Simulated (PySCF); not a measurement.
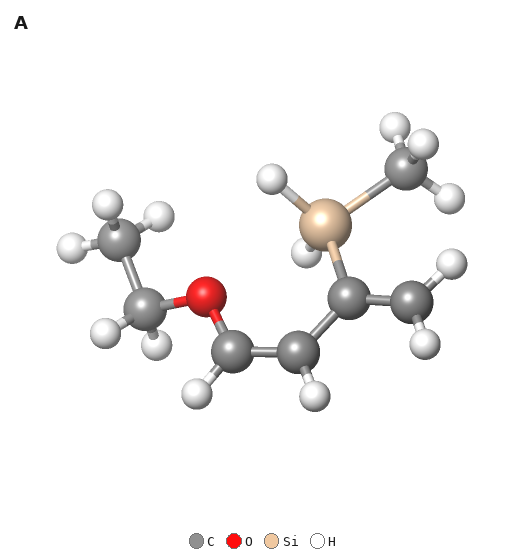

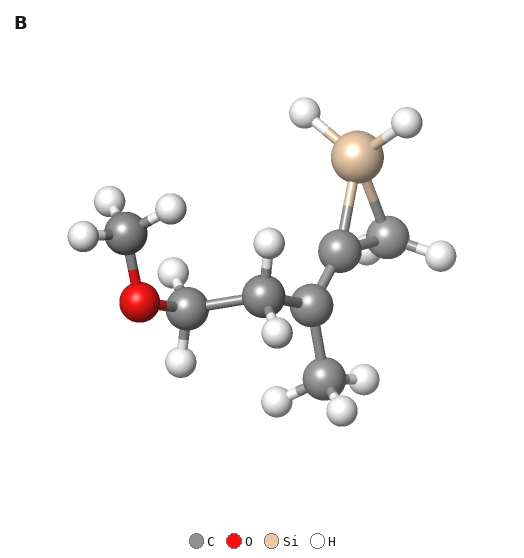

2 stationary structures of one formula. Geometries: GFN2-xTB. Electronic energies: PBE0/pcSseg-1 (PySCF 2.14.0), without zero-point energy. No frequency run is at hand to confirm each as a minimum. Each is one conformer, not always the lowest.

**Are they conformers, stereoisomers or constitutional isomers?**

They are constitutional isomers of C7H14OSi: A `C=C(/C=C\OCC)[SiH2]C`, B `COCC/C(C)=C1/C[SiH2]1`.

**Which structure is the most stable?**

A is lowest; B lies 27.6 kcal/mol above it.

The geometry is semi-empirical. Around Si such bond lengths and angles can be off by a tenth of an ångström or more and by several degrees, and values that hang on the shape move with them.
